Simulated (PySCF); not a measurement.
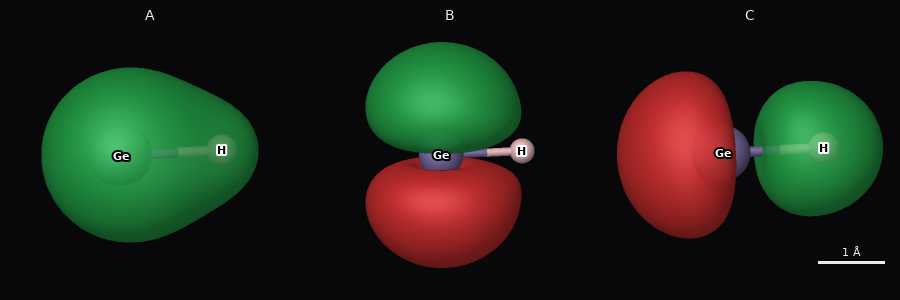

GeH (charge +1). Three frontier orbitals, each drawn at the value that holds 80 % of its norm (green and red are the two phases), in no order; of a degenerate pair one member is drawn.

Method: PySCF, PBE0/cc-pVDZ(-PP), non-relativistic Hamiltonian with scalar-relativistic core potentials where named, at a bond length of 1.598 Å.

**Name the orbitals and rank them from lowest to highest energy.**

Orbital A: σ, occupied, −21.85 eV; mainly on Ge (85 %).
Orbital C: σ, occupied, −15.04 eV; shared between the atoms (Ge 70 %, H 30 %).
Orbital B: π, empty, −10.18 eV; almost wholly on Ge.
